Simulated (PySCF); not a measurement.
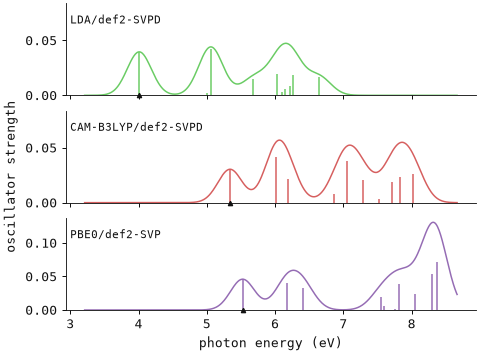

Vertical TDDFT spectra of CH₈FGaN₂, SMILES C[NH][Ga@H-]([NH3+])[F], singlet at one geometry and several levels (PySCF, at a PBE0-D3(BJ)/def2-SVP geometry (no frequency check)); sticks with Gaussians of 1/e half-width 0.25 eV, the triangle marks S1, which has the same leading orbital pair at all these levels. Only the lowest states were computed, so the high end is incomplete.

### How far does S1 move with the level of theory?

From lowest to highest: LDA/def2-SVPD 4.01 eV, CAM-B3LYP/def2-SVPD 5.34 eV, PBE0/def2-SVP 5.52 eV; a spread of 1.51 eV.

Limits of at least one run: core orbitals are frozen in the response; def2-SVP has no diffuse functions, so states with Rydberg character are missing or too high; one conformer of a flexible molecule; states above the negative HOMO energy depend on the basis.
